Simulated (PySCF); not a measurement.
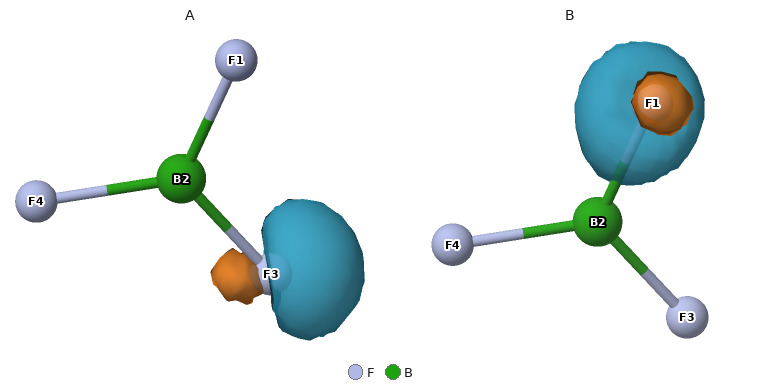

Figure 1: BF3, SMILES `FB(F)F`. Foster–Boys orbitals, occupied; each surface holds about 70 % of the orbital's density. Energies are diagonal elements of the Fock matrix.

Method: r2SCAN/def2-SVPD; geometry: GFN2-xTB; program: PySCF. This is a single-reference result, which may miss multireference character in this system. No frequency check shows the geometry to be a minimum.

Identify each orbital.

By panel:
- A: lone pair on F3 (sp2.3-type) (F3 98 %; −16.8 eV)
- B: pair mostly on F1, shared in part with B2 (F1 84 %, B2 16 %; −19.0 eV)

Run time: 7.3 s on 1 thread of Arm Neoverse V2 (shared host), peak memory 0.36 GiB.
